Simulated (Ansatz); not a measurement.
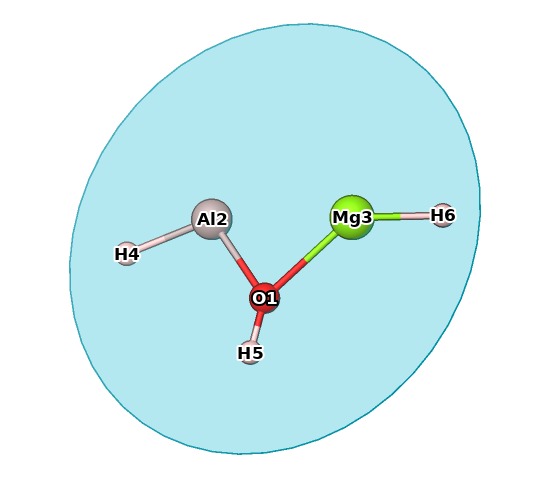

A disc through the centre of mass is drawn in. Depth is shown by fading: the farther an atom, the more it takes the colour of the background. The geometry was computed by an optimisation with PBE-D4/def2-SVP. No frequency run is at hand to confirm it as a minimum.

Question: Is the plane of the disc a mirror plane of the structure?

Answer: Yes. The reflection leaves O1, Al2, Mg3, H4, H5, H6 in place. The point group is Cs.
